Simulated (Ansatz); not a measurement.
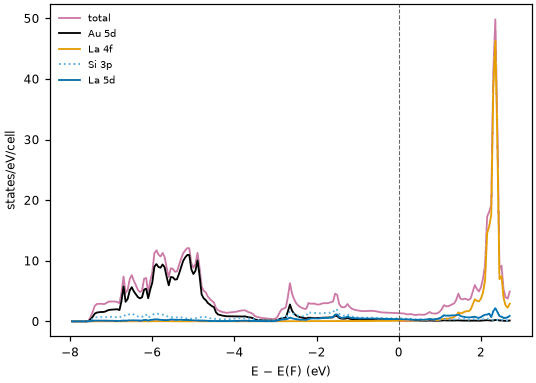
Total and projected density of states of LaSi₂Au₂ in space group I4/mmm (No. 139; La on 2a, Si on 4e, Au on 4d), plane-wave PAW r²SCAN (Ansatz code)

Question: Which orbitals carry the states next to the Fermi level?

Answer: Within 0.5 eV of the Fermi level: Si 3p 36 %, La 5d 27 %, Au 5d 13 %, La 4f 8 %, outside the projected shells 7 %. Projections are on Löwdin-orthogonalised atomic valence shells; empty p or d shells of many metals are not among them.

Question: Where is the tallest occupied peak in this window, and what makes it?

Answer: Near -5.1 eV, about 12 states/eV per cell; the largest projected share is Au 5d.

The first step of the workflow began from a Materials Project structure, measured or hypothetical; the Crystallography Open Database files this formula in space group No. 139, but the cells were not matched. Its standing as an ambient phase is unchecked. Symmetry was held in the r²SCAN relaxation; whether a distortion lowers the energy is not shown. Scalar-relativistic: spin–orbit coupling is off unless named, which matters more the heavier the elements.

Potentials: the earlier of the program's two PAW sets.
